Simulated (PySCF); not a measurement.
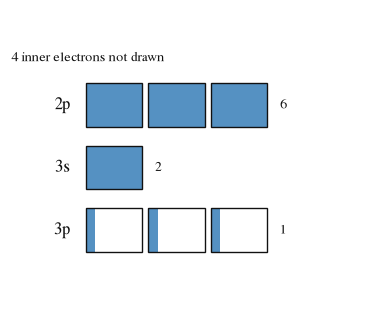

*The outer shells of the nominal configuration: a box for each of the 2l + 1 orbitals, shaded by the share of the shell that is filled, with the electron count at the right.*

Run report: S³⁺, atomic calculation

S³⁺, configuration 1s2 2s2 2p6 3s2 3p1, multiplicity 2. Computed at this level: unrestricted CCSD(T), def2-TZVP, spin-free X2C-1e, Gaussian nucleus (PySCF).

## The input
```python
from pyscf import gto, scf, dft, mp, cc
import basis_set_exchange as bse
mol = gto.M(atom="S 0 0 0", charge=3, spin=1, symmetry="D2h",
            basis=gto.basis.parse(bse.get_basis("def2-TZVP", elements=["S"], fmt="nwchem", header=False)),
            nucmod="G")
mf = scf.UHF(mol).sfx2c1e()
mf.irrep_nelec = {'Ag': (3, 3), 'B1u': (1, 1), 'B2u': (2, 1), 'B3u': (1, 1)}
mf.kernel()
mycc = cc.CCSD(mf, frozen=5).run()
mycc.ccsd_t()
```

The script is an equivalent of what the driver set up; the driver started from orbitals of its own, so the log can be shorter than this script's would be, and it computed the properties (radii, ⟨L²⟩, response) afterwards. It held the occupations shell by shell, which the script's counts by irreducible representation don't always enforce.

Hardware: 1 thread of Intel Xeon, 108 GiB of memory available, shared host.

The run was one of a batch that the task file lists, launched with:
```bash
OMP_NUM_THREADS=1 python <driver script> TASK.json OUT
```

## Log (extracts)
```
CC2 = 0
CCSD nocc = (np.int64(2), np.int64(1)), nmo = (32, 32)
frozen orbitals [[0, 1, 2, 3, 4], [0, 1, 2, 3, 4]]
max_cycle = 100
direct = 0
conv_tol = 1e-08
conv_tol_normt = 1e-06
diis_space = 8
diis_start_cycle = 0
Init t2, MP2 energy = -0.048679704029486
Init E_corr(UCCSD) = -0.0486797040471984
cycle = 1  E_corr(UCCSD) = -0.0617511494616508  dE = -0.0130714454  norm(t1,t2) = 0.0490198
cycle = 2  E_corr(UCCSD) = -0.0662293117111776  dE = -0.00447816225  norm(t1,t2) = 0.020523
cycle = 3  E_corr(UCCSD) = -0.0693662636833442  dE = -0.00313695197  norm(t1,t2) = 0.00930793
cycle = 4  E_corr(UCCSD) = -0.0693463489728572  dE = 1.99147105e-05  norm(t1,t2) = 0.00104542
cycle = 5  E_corr(UCCSD) = -0.0693661991447486  dE = -1.98501719e-05  norm(t1,t2) = 0.000124057
cycle = 6  E_corr(UCCSD) = -0.0693602586756308  dE = 5.94046912e-06  norm(t1,t2) = 2.16904e-05
cycle = 7  E_corr(UCCSD) = -0.0693626851771055  dE = -2.42650147e-06  norm(t1,t2) = 6.33125e-06
cycle = 8  E_corr(UCCSD) = -0.0693619340410614  dE = 7.51136044e-07  norm(t1,t2) = 2.05136e-06
cycle = 9  E_corr(UCCSD) = -0.0693619300520618  dE = 3.98899963e-09  norm(t1,t2) = 1.59932e-07
UCCSD converged
E(UCCSD) = -396.1052050926212  E_corr = -0.0693619300520618
UCCSD(T) correction = -0.000959004385777246
```

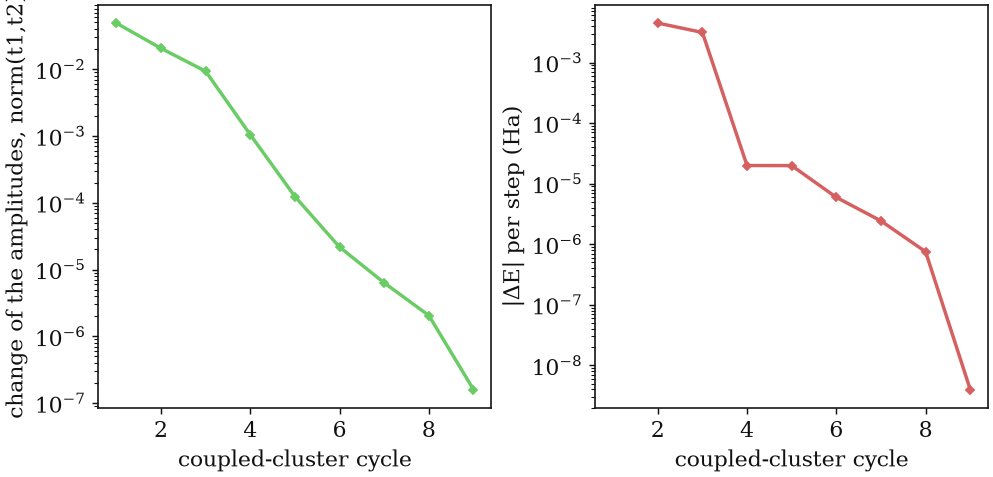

*Convergence: change of the amplitudes, norm(t1,t2) and change of the energy from step to step (the smallest changes aren't drawn) against the coupled-cluster cycle.*

The residual falls at every step. It goes from 0.049 to 1.6×10⁻⁷ in 9 steps.

## Outcome

| quantity | value |
| --- | --- |
| outcome | converged |
| total energy | −396.106164 hartree |
| CCSD correlation | −0.069362 hartree |
| (T) correction | −0.000959 hartree |
| CCSD energy | −396.105205 hartree |
| T1 diagnostic | 0.010 |

## What is odd here

One thing in this input was made odd on purpose: basis contracted for another Hamiltonian. The program ran to the end. Its numbers are those of this setting; this run alone doesn't show how far the oddity moves them.
